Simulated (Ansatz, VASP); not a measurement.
## TiGe: VASP beside Ansatz

Wanted: the spread between two codes on one cell, functional and k mesh. The cell is invented: As first built, before any earlier steps moved the atoms: it takes the ZrTi structure with some of its atoms replaced by other elements, volume scaled by an estimate. It may not be a known or stable phase. The cell comes out of the VASP series on this material, whose earlier steps may have relaxed, scaled or displaced it; both programs get it as it stands.

Main program and level: Ansatz 0.2.0; plane waves, with VASP 6.6.1 beside it; band structure at PBE, spin-orbit coupling.

## 1. Set-up

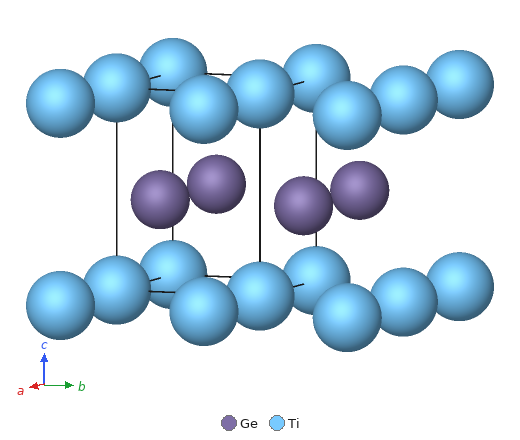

The starting structure, seen slightly off an axis (germanium purple, titanium blue). 2×2×1 cells are drawn. Some periodic images of atoms are drawn too.

Coordinates:

```
Ge Ti
1.0
     2.88703    0.00000    0.00000
     0.00000    2.88703    0.00000
     0.00000    0.00000    3.81363
Ge Ti
1 1
Direct
  0.50000 0.50000 0.50000
  0.00000 0.00000 0.00000
```

## 2. VASP: band structure, PBE, spin-orbit coupling

Levels along a path test the potential and the projectors away from the mesh points.

Lines of VASP's logs that name or quote its potential files are left out, and so is its time.

INCAR reads:

```
SYSTEM = TiGe
PREC = Accurate
ENCUT = 410
EDIFF = 1E-06
NELM = 100
ISMEAR = 0
SIGMA = 0.02
LREAL = .FALSE.
ALGO = Normal
GGA = PE
LNONCOLLINEAR = .TRUE.
MAGMOM = 0 0 0 0 0 0
NBANDS = 38
GGA_COMPAT = .FALSE.
LASPH = .TRUE.
LSORBIT = .TRUE.
LMAXMIX = 4
LORBIT = 11
LWAVE = .FALSE.
LCHARG = .FALSE.
KPAR = 4
```

POSCAR reads:

```
TiGe
1.0
    2.8870288867      0.0000000000      0.0000000000
    0.0000000000      2.8870288867      0.0000000000
    0.0000000000      0.0000000000      3.8136304620
Ge Ti
1 1
Direct
    0.5000000000      0.5000000000      0.5000000000
    0.0000000000      0.0000000000      0.0000000000
```

KPOINTS reads:

```
Automatic mesh
0
Gamma
7 7 6
0 0 0
```

KPOINTS_OPT reads:

```
Line mode
16
Line-mode
Reciprocal
  0.00000000   0.00000000   0.00000000 GAMMA
  0.00000000   0.50000000   0.00000000 X

  0.00000000   0.50000000   0.00000000 X
  0.50000000   0.50000000   0.00000000 M

  0.50000000   0.50000000   0.00000000 M
  0.00000000   0.00000000   0.00000000 GAMMA

  0.00000000   0.00000000   0.00000000 GAMMA
  0.00000000   0.00000000   0.50000000 Z

  0.00000000   0.00000000   0.50000000 Z
  0.00000000   0.50000000   0.50000000 R

  0.00000000   0.50000000   0.50000000 R
  0.50000000   0.50000000   0.50000000 A

  0.50000000   0.50000000   0.50000000 A
  0.00000000   0.00000000   0.50000000 Z

  0.00000000   0.50000000   0.00000000 X
  0.00000000   0.50000000   0.50000000 R

  0.50000000   0.50000000   0.00000000 M
  0.50000000   0.50000000   0.50000000 A
```

PAW data sets: Ge_d and Ti_sv (PBE family, release 64).

Command:

```sh
$ mpirun -np 4 vasp_ncl
```

Numbers of over 12 decimals in the logs are rounded to 6 here.

The program printed:

```text
[banner, memory and clock lines left out]
running    4 mpi-ranks, on    1 nodes
 distrk:  each k-point on    1 cores,    4 groups
 distr:  one band on    1 cores,    1 groups

 POSCAR found type information on POSCAR GeTi
 POSCAR found :  2 types and       2 ions
 LDA part: xc-table for (Slater+PW92), standard interpolation
 POSCAR, INCAR and KPOINTS ok, starting setup
 FFT: planning ... GRIDC
 FFT: planning ... GRID_SOFT
 FFT: planning ... GRID
 WAVECAR not read
 entering main loop
       N       E                     dE             d eps       ncg     rms          rms(c)
DAV:   1     0.256426254846E+03    0.25643E+03   -0.10575E+04  3846   0.287E+03
DAV:   2     0.280021078348E+02   -0.22842E+03   -0.21944E+03  3040   0.673E+02
DAV:   3    -0.114253392721E+02   -0.39427E+02   -0.38564E+02  3886   0.183E+02
DAV:   4    -0.146007705508E+02   -0.31754E+01   -0.31174E+01  4264   0.506E+01
DAV:   5    -0.147248504978E+02   -0.12408E+00   -0.12404E+00  3946   0.904E+00    0.997E+00
DAV:   6    -0.133680192195E+02    0.13568E+01   -0.74259E+00  3692   0.253E+01    0.315E+00
DAV:   7    -0.132254716969E+02    0.14255E+00   -0.86177E-01  3572   0.113E+01    0.219E+00
DAV:   8    -0.132152266097E+02    0.10245E-01   -0.18816E-01  3764   0.471E+00    0.730E-01
DAV:   9    -0.132097974188E+02    0.54292E-02   -0.44774E-02  3480   0.283E+00    0.303E-01
DAV:  10    -0.132101125802E+02   -0.31516E-03   -0.22217E-03  3968   0.563E-01    0.930E-02
DAV:  11    -0.132100826132E+02    0.29967E-04   -0.43997E-04  4108   0.217E-01    0.346E-02
DAV:  12    -0.132100724818E+02    0.10131E-04   -0.45645E-05  4206   0.106E-01    0.133E-02
DAV:  13    -0.132100731720E+02   -0.69022E-06   -0.39332E-06  3266   0.203E-02
   1 F= -.13210073E+02 E0= -.13209981E+02  d E =-.183440E-03  mag=     0.0000    -0.0000     0.0000
 Start KPOINTS_OPT (optional k-point list driver)
k-point batch [1-40\144]
       N       E                     dE             ncg
DAV:   1    -0.343497527685E+04   -0.30354E+05     3906
DAV:   2    -0.124198630699E+05   -0.89849E+04     3040
DAV:   3    -0.139393002011E+05   -0.15194E+04     4022
DAV:   4    -0.140535651205E+05   -0.11426E+03     4210
DAV:   5    -0.140581693059E+05   -0.46042E+01     3922
DAV:   6    -0.140582487052E+05   -0.79399E-01     3960
DAV:   7    -0.140582513847E+05   -0.26795E-02     4090
DAV:   8    -0.140582514398E+05   -0.55132E-04     3640
DAV:   9    -0.140582514422E+05   -0.24004E-05     2472
DAV:  10    -0.140582514424E+05   -0.14132E-06     1938
[...]
k-point batch [121-144\144]
       N       E                     dE             ncg
DAV:   1     0.863516985430E+04   -0.27199E+05     2338
DAV:   2     0.329624541833E+04   -0.53389E+04     1824
DAV:   3     0.237194156889E+04   -0.92430E+03     2412
DAV:   4     0.231075704693E+04   -0.61185E+02     2514
DAV:   5     0.230799919042E+04   -0.27579E+01     2406
DAV:   6     0.230795653490E+04   -0.42656E-01     2300
DAV:   7     0.230795507556E+04   -0.14593E-02     2470
DAV:   8     0.230795504759E+04   -0.27975E-04     2182
DAV:   9     0.230795504649E+04   -0.10995E-05     1520
DAV:  10     0.230795504642E+04   -0.63641E-07     1226
```

Parts of OUTCAR (step 2):

```text
ion  position               nearest neighbor table
   1  0.500  0.500  0.500-   2 2.79   2 2.79   2 2.79   2 2.79   2 2.79   2 2.79   2 2.79   2 2.79

  LATTYP: Found a simple tetragonal cell.
 ALAT       =     2.8870288867
 C/A-ratio  =     1.3209533440

 Subroutine GETGRP returns: Found 16 space group operations
 (whereof 16 operations were pure point group operations)

The static configuration has the point symmetry D_4h.

 Found     40 irreducible k-points:

   k-points           NKPTS =     40   k-points in BZ     NKDIM =     40   number of bands    NBANDS=     38

   dimension x,y,z NGX =    20 NGY =   20 NGZ =   28
   dimension x,y,z NGXF=    40 NGYF=   40 NGZF=   56

   ENCUT  =  410.0 eV  30.13 Ry    5.49 a.u.   4.77  4.77  6.30*2*pi/ulx,y,z

   NELECT =      26.0000    total number of electrons

 k-points in reciprocal lattice and weights: Automatic mesh
   0.00000000  0.00000000  0.00000000       0.003
   0.14285714  0.00000000  0.00000000       0.014
   0.28571429  0.00000000  0.00000000       0.014
   0.42857143  0.00000000  0.00000000       0.014
   0.14285714  0.14285714  0.00000000       0.014
   0.28571429  0.14285714  0.00000000       0.027
   0.42857143  0.14285714  0.00000000       0.027
   0.28571429  0.28571429  0.00000000       0.014
   0.42857143  0.28571429  0.00000000       0.027
[...]
0.42857143  0.28571429  0.50000000       0.027
   0.42857143  0.42857143  0.50000000       0.014

 average (electrostatic) potential at core
       1 -69.9781       2 -71.7831

 E-fermi :   9.1388

 k-point     1 :       0.0000    0.0000    0.0000
  band No.  band energies     occupation
    ...
     22       7.1528      1.00000
     23       7.7247      1.00000
     24       7.7247      1.00000
     25       7.9466      1.00000
     26       7.9466      1.00000
     27      10.9058      0.00000
     28      10.9058      0.00000
     29      10.9270      0.00000
     30      10.9270      0.00000
     31      11.8786      0.00000
    ...

 k-point     2 :       0.1429    0.0000    0.0000
  band No.  band energies     occupation
    ...
     22       7.3805      1.00000
     23       7.4744      1.00000
     24       7.4744      1.00000
     25       7.8689      1.00000
     26       7.8689      1.00000
     27      10.9631      0.00000
     28      10.9631      0.00000
     29      11.3605      0.00000
     30      11.3605      0.00000
     31      11.3689      0.00000
    ...

 k-point     3 :       0.2857    0.0000    0.0000
  band No.  band energies     occupation
    ...
     22       6.0677      1.00000
     23       6.9877      1.00000
     24       6.9877      1.00000
     25       8.0216      1.00000
     26       8.0216      1.00000
     27      10.6075      0.00000
     28      10.6075      0.00000
     29      11.0715      0.00000
     30      11.0715      0.00000
     31      11.1810      0.00000
    ...

  Total       -0.0070320     -0.0070320     -0.0290847      0.0000000      0.0000000     -0.0000000
  in kB       -0.3544456     -0.3544456     -1.4660015      0.0000000      0.0000000     -0.0000000
  external PRESSURE =      -0.7249642 kB  Pullay stress =       0.0000000 kB

  energy-cutoff  :      410.00
  volume of cell :       31.79
      direct lattice vectors                 reciprocal lattice vectors
     2.887028887  0.000000000  0.000000000     0.346376860  0.000000000  0.000000000
     0.000000000  2.887028887  0.000000000     0.000000000  0.346376860  0.000000000
     0.000000000  0.000000000  3.813630462     0.000000000  0.000000000  0.262217331

 POSITION                                       TOTAL-FORCE (eV/Angst)
 -----------------------------------------------------------------------------------
      1.44351      1.44351      1.90682         0.000000      0.000000      0.000000
      0.00000      0.00000      0.00000         0.000000      0.000000      0.000000
 -----------------------------------------------------------------------------------
    total drift:                               -0.000000      0.000000      0.000000

  FREE ENERGIE OF THE ION-ELECTRON SYSTEM (eV)
  ---------------------------------------------------
  free  energy   TOTEN  =       -13.2100731720 eV

  energy  without entropy=      -13.2098897324  energy(sigma->0) =      -13.20998145

 Spin-Orbit-Coupling matrix elements
 Ion:    1  E_soc:     -0.0188007
 Ion:    2  E_soc:     -0.0120820

 total charge
# of ion       s       p       d       tot
------------------------------------------
    1        1.146   1.233  10.043  12.422
    2        2.180   6.101   2.001  10.283
--------------------------------------------------
tot          3.326   7.335  12.044  22.705

 magnetization (x)
# of ion       s       p       d       tot
------------------------------------------
    1        0.000   0.000   0.000   0.000
    2       -0.000  -0.000   0.000   0.000
--------------------------------------------------
tot         -0.000   0.000   0.000   0.000

 magnetization (y)
# of ion       s       p       d       tot
------------------------------------------
    1       -0.000   0.000  -0.000  -0.000
    2        0.000  -0.000   0.000   0.000
--------------------------------------------------
tot          0.000  -0.000   0.000   0.000

 magnetization (z)
# of ion       s       p       d       tot
------------------------------------------
    1        0.000   0.000   0.000   0.000
    2       -0.000   0.000  -0.000  -0.000
--------------------------------------------------
tot         -0.000   0.000   0.000  -0.000

[... 3 further parts left out ...]
```

The run ends at a pressure of -0.07 GPa.

## 3. Ansatz: band structure, PBE, spin-orbit coupling

Ansatz runs on its fully relativistic PAW (standard-fr) files.

The same cell, functional, mesh and smearing now go to Ansatz, which takes its cutoff from its data sets.

input.yaml reads:

```yaml
crystal:
  lattice:
    - [2.8870288867, 0.0, 0.0]
    - [0.0, 2.8870288867, 0.0]
    - [0.0, 0.0, 3.813630462]
  atoms:
    - { symbol: Ge, position: [0.5, 0.5, 0.5] }
    - { symbol: Ti, position: [0.0, 0.0, 0.0] }
hamiltonian:
  xc: pbe
  pseudopotentials: { kind: paw_fr }
magnetization:
  noncollinear: true
  spin_orbit: true
kpoints:
  mp_grid: { grid: [7, 7, 6] }
  band_path:
    path:
      - [0.0, 0.0, 0.0]
      - [0.0, 0.13333, 0.0]
      - [0.0, 0.3, 0.0]
      - [0.0, 0.46667, 0.0]
      - [0.1, 0.5, 0.0]
      - [0.26667, 0.5, 0.0]
      - [0.43333, 0.5, 0.0]
      - [0.43333, 0.43333, 0.0]
      - [0.26667, 0.26667, 0.0]
      - [0.1, 0.1, 0.0]
      - [0.0, 0.0, 0.03333]
      - [0.0, 0.0, 0.2]
      - [0.0, 0.0, 0.36667]
      - [0.0, 0.0, 0.5]
      - [0.0, 0.16667, 0.5]
      - [0.0, 0.3, 0.5]
      - [0.0, 0.46667, 0.5]
      - [0.1, 0.5, 0.5]
      - [0.26667, 0.5, 0.5]
      - [0.43333, 0.5, 0.5]
      - [0.43333, 0.43333, 0.5]
      - [0.26667, 0.26667, 0.5]
      - [0.1, 0.1, 0.5]
      - [0.0, 0.5, 0.03333]
      - [0.0, 0.5, 0.2]
      - [0.0, 0.5, 0.36667]
      - [0.5, 0.5, 0.0]
      - [0.5, 0.5, 0.16667]
      - [0.5, 0.5, 0.33333]
      - [0.5, 0.5, 0.5]
    npoints: 1
scf:
  occupations: { method: gaussian, width: 0.02 }
  n_extra_bands: 14
output:
  forces: true
  stress: true
  eigenvalues: true
```

Command:

```sh
$ ansatz run input.yaml --threads 2 --pin off --max-ram 4608MiB --backend cpu --events-out ev --progress --plain --runs-dir out
```

The program printed:

```text
scf.n_extra_bands = 14 over 26 filled bands (N_el = 26.0): the run solves 40 bands
Engine: ansatz 0.2.0, aarch64-unknown-linux-gnu
Pseudopotentials: kind: paw_fr
Pseudopotential: Ge, paw_fr, valence charge 14, recommended cutoff 420 eV (normal), Ge.paw.azcp#standard-fr
Pseudopotential: Ti, paw_fr, valence charge 12, recommended cutoff 420 eV (normal), Ti.paw.azcp#standard-fr
Functional definition: PBE
  parameter kappa = 0.804
  parameter beta = 0.066725
  exchange = pbe_x(kappa = kappa, mu = beta*pi^2/3)
  correlation = pbe_c(beta = beta)
non-collinear run that drives no moment, with spin-orbit: no starting moment large enough to seed its density (crystal.atoms[].spin), no starting occupations that ask for one, no magnetisation constraint and no magnetic field, so the semilocal B_xc is pinned to zero
Crystal: 2 atoms, lattice volume = 31.786 Å³
Basis set: ecut = 420 eV, 625 PW (Γ), exchange–correlation on 40×40×54 points (8 copies of the dense FFT grid, shifted against one another)
Bands: 40, of which v1, the nominal top of the filled ones, is band 26 counted from 1 (25 counted from 0)
Symmetry: 16 space group operations + 16 with time reversal
Magnetic group: BNS 123.340 (UNI 1000), of the structure as read, at distance tolerance 3.2e-5 Å
k-points: 40 of 294
Projection manifold: j_resolved (fully-relativistic pseudo-atomic orbitals)
Non-local potential: Ge, projectors of the file, l = 0: 2, l = 1: 4, l = 2: 6, l = 3: 2
Non-local potential: Ti, projectors of the file, l = 0: 3, l = 1: 4, l = 2: 6, l = 3: 2
PAW form: soft (Blöchl's): semilocal exchange-correlation on the pseudo side does not see the compensation charge
PAW one-centre angular grid: Ge, 590 points (default); XC on 64 Gauss nodes
PAW one-centre angular grid: Ti, 590 points (default); XC on 96 Gauss nodes
Initial density: superposition of atomic densities (chi_scale 0.1, normalization cell, long waves kept (reshape's long-wave potential 0.00 eV rms))
Initial wavefunctions: pseudopotential atomic-orbital guess
Functional: x = pbe(κ = 0.804, μ = 0.219515), c = pbe(β = 0.066725)
SCF iter   1: F=—  HF=-6796.186152 eV  |F-HF|=—  |Δ(HF+E_count)|=         —  Δρ=5.84e-2  dr2=2.11e0  dr2_m=0.00e0 (ungated)  ethr=3.10e-3  |M|=0.00e0 ∫|m|=0.00e0 μB  |m|>n=0.0e0 m-floor=0.0e0 τ_xc=0.0e0  β_m=0.30  ⟨swp⟩=6.2  Hψ=3612  notcnv=0  defer=34
preconditioner: auto → none  [insulator: Δε(μ)=0.035 eV  Ē_g=18.035 eV  σ=0.020 eV  W_gap=0.55  n_scr=6 (ndim 8)  ℏωp=27.9 eV  f_vac=0.000  D(μ)=3.14/eV (n_scr^D=36)  ε∞_Penn≈3.4]
SCF iter   2: F=—  HF=-6795.774641 eV  |F-HF|=—  |Δ(HF+E_count)|=   4.12e-1  Δρ=3.88e-2  dr2=4.55e-1  dr2_m=0.00e0 (ungated)  ethr=3.10e-3  |M|=0.00e0 ∫|m|=0.00e0 μB  |m|>n=0.0e0 m-floor=0.0e0 τ_xc=0.0e0  β_m=0.28  ⟨swp⟩=3.0  Hψ=1499  notcnv=0  defer=270
SCF iter   3: F=—  HF=-6795.683282 eV  |F-HF|=—  |Δ(HF+E_count)|=   9.14e-2  Δρ=1.97e-2  dr2=7.56e-2  dr2_m=0.00e0 (ungated)  ethr=1.75e-3  |M|=0.00e0 ∫|m|=0.00e0 μB  |m|>n=0.0e0 m-floor=0.0e0 τ_xc=0.0e0  β_m=0.42  ⟨swp⟩=2.0  Hψ=986  notcnv=0  defer=270
SCF iter   4: F=—  HF=-6795.670801 eV  |F-HF|=—  |Δ(HF+E_count)|=   1.25e-2  Δρ=6.47e-3  dr2=5.83e-3  dr2_m=0.00e0 (ungated)  ethr=2.91e-4  |M|=0.00e0 ∫|m|=0.00e0 μB  |m|>n=0.0e0 m-floor=0.0e0 τ_xc=0.0e0  β_m=0.57  ⟨swp⟩=3.0  Hψ=1411  notcnv=0  defer=268
SCF iter   5: F=—  HF=-6795.672207 eV  |F-HF|=—  |Δ(HF+E_count)|=   1.41e-3  Δρ=1.85e-3  dr2=1.40e-3  dr2_m=0.00e0 (ungated)  ethr=2.24e-5  |M|=0.00e0 ∫|m|=0.00e0 μB  |m|>n=0.0e0 m-floor=0.0e0 τ_xc=0.0e0  β_m=0.65  ⟨swp⟩=3.0  Hψ=1363  notcnv=0  defer=268
SCF iter   6: F=—  HF=-6795.672024 eV  |F-HF|=—  |Δ(HF+E_count)|=   1.83e-4  Δρ=2.42e-4  dr2=1.56e-5  dr2_m=0.00e0 (ungated)  ethr=5.39e-6  |M|=0.00e0 ∫|m|=0.00e0 μB  |m|>n=0.0e0 m-floor=0.0e0 τ_xc=0.0e0  β_m=0.68  ⟨swp⟩=2.0  Hψ=930  notcnv=0  defer=268
SCF iter   7: F=—  HF=-6795.672023 eV  |F-HF|=—  |Δ(HF+E_count)|=   1.20e-6  Δρ=1.44e-4  dr2=8.29e-6  dr2_m=0.00e0 (ungated)  ethr=6.00e-8  |M|=0.00e0 ∫|m|=0.00e0 μB  |m|>n=0.0e0 m-floor=0.0e0 τ_xc=0.0e0  β_m=0.67  ⟨swp⟩=2.6  Hψ=1136  notcnv=0  defer=268
SCF iter   8: F=-6795.672021 eV  HF=-6795.672021 eV  |F-HF|=7.96e-8  |Δ(HF+E_count)|=   1.69e-6  Δρ=1.67e-5  dr2=8.43e-8  dr2_m=0.00e0 (ungated)  ethr=3.85e-10  |M|=0.00e0 ∫|m|=0.00e0 μB  |m|>n=0.0e0 m-floor=0.0e0 τ_xc=0.0e0  ⟨swp⟩=8.1  Hψ=3991  notcnv=0
SCF 1 converged in 8 iterations: F = -6795.672021 eV  dr2 = 8.43e-8
  greatest PAW one-centre occupation: 0.999 electrons in one spin orbital (limit 2), on the Ti atom at site 1 (counted from 0), in its partial waves of l = 0
NSCF: frozen V_eff on 30 k-points
SCF converged after 8 iterations
Magnetization: |M| = 0.0000 μB,  M = (+0.0000, +0.0000, +0.0000) μB
Absolute magnetization: 0.0000 μB (∫|m|)
  site 0: m = (+0.0000, +0.0000, +0.0000) μB, |m| = 0.0000 μB  (R = 1.15 Å)
  site 1: m = (+0.0000, +0.0000, +0.0000) μB, |m| = 0.0000 μB  (R = 1.15 Å)
Free energy (F): -6795.672021 eV
Harris-Foulkes:  -6795.672021 eV  (|F-HF|=7.96e-8)
Internal energy: -6795.671839 eV  (E = F + TS)
E sigma→0 (E₀):  -6795.671930 eV
Entropy (-TS):   -0.000182 eV (-0.091 meV/atom)
Fermi energy:    14.420117 eV
--- Per-component energies (eV) ---
  E_band       = -214.643582
  E_kinetic    = 386.450082
  E_local      = -2770.065193  (includes V_loc(G=0)·N_el)
  E_nonlocal   = 427.385720
  E_hartree    = 1207.247171
  E_xc         = -174.600099
  E_vxc        = -188.701234  (∫ρ·V_xc dr)
  E_paw        = -3068.072343  (= ΣΔE_a)
  E_vpaw       = -484.202154  (= ΣTr[D̂ρ^β])
  E_aug_tail   = 0.000397  (compensation charges beyond the density's cutoff)
  E_ewald      = -2804.017574
  E_smearing   = -0.000182  (= −TS)
  E_closure    = 0.000000  (closes the sum)
  Σ components = -6795.672021   (vs F -6795.672021, Δ=0.00e0)
--- Forces (eV/Å), atoms counted from 1 ---
  atom   1  Ge     0.00000000     0.00000000     0.00000000
  atom   2  Ti    -0.00000000     0.00000000     0.00000000
  max |Σ_I F_I| component: 4.74e-29 eV/Å
--- Stress (GPa, compression-positive) ---
        0.650760       0.000000       0.000000
        0.000000       0.650760       0.000000
        0.000000       0.000000       0.480727
  P = ⅓ Tr σ = 0.5941 GPa (5.941 kbar)
--- Band table (eV; the first three rows and the last of 40) ---
  k-point 0: bands = [... 22 lower, 13.0046, 13.0046, 13.2250, 13.2250, 16.1918, 16.1918, 16.2133, 16.2133, ... 10 higher]
  k-point 1: bands = [... 22 lower, 13.2692, 13.2692, 14.1107, 14.1107, 15.8232, 15.8232, 15.8622, 15.8622, ... 10 higher]
  k-point 2: bands = [... 22 lower, 13.3611, 13.3611, 14.8542, 14.8542, 15.3107, 15.3107, 15.3614, 15.3614, ... 10 higher]
  k-point 39: bands = [... 22 lower, 10.7941, 10.7941, 11.8281, 11.8281, 16.3461, 16.3461, 16.8766, 16.8766, ... 10 higher]
```

Wall time 6.5 s (2 threads of Arm Neoverse V2, shared host); peak memory 0.48 GiB; 12 s of CPU time.

## 4. Side by side

Known differences besides the PAW data sets themselves: spin-orbit coupling enters by fully relativistic files in Ansatz and inside the spheres in VASP; the cutoff is 420 eV in Ansatz and 410 eV in VASP. Total energies have different zeros and are not compared.

The two programs side by side:

```tsv
quantity	Ansatz	VASP	difference
pressure (GPa)	0.59	-0.07	+0.67
```

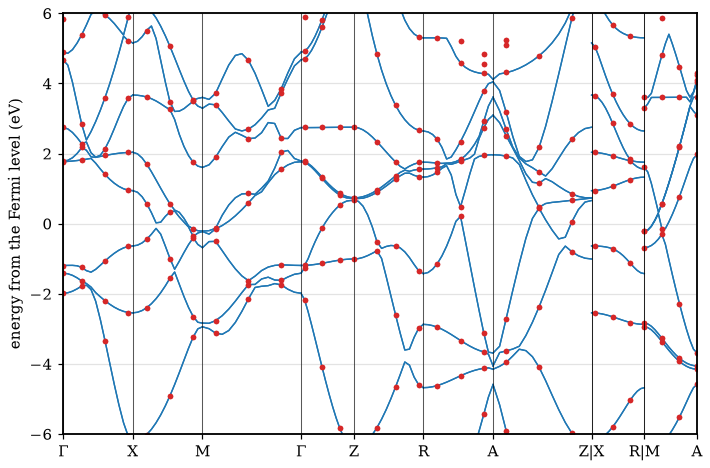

Bands from VASP (lines) and levels from Ansatz (dots). Dots without a line are higher empty bands that the VASP plot leaves out.

Levels from 3 eV below to 2 eV above the Fermi level differ by 3 meV r.m.s. and 7 meV at most; each VASP level is matched to the nearest of Ansatz, which flatters the figure a little.

## 5. Results

```json
{
 "r.m.s. difference of levels near the Fermi level (band structure, PBE, spin-orbit coupling)": "3.2 meV",
 "difference in pressure (band structure, PBE, spin-orbit coupling)": "0.67 GPa"
}
```

In words: The difference in pressure is 0.67 GPa (band structure, PBE, spin-orbit coupling), within the 1 GPa picked in this series as the mark of a large difference. How closely two codes agree says nothing of how well the functional describes the real material.

[Lines on the potential files, build, host, timing and source positions are cut from VASP's logs without a mark.]

[Logs are printed without paths, hosts, clocks, repeated set-up lines and the standing remarks that a program may print on its own settings, such as how far it seeks lower states.]

[Hosts, paths, dates, database ids (printed as entryN), source tags and the programs' standing remarks are cut or masked in the printed files.]
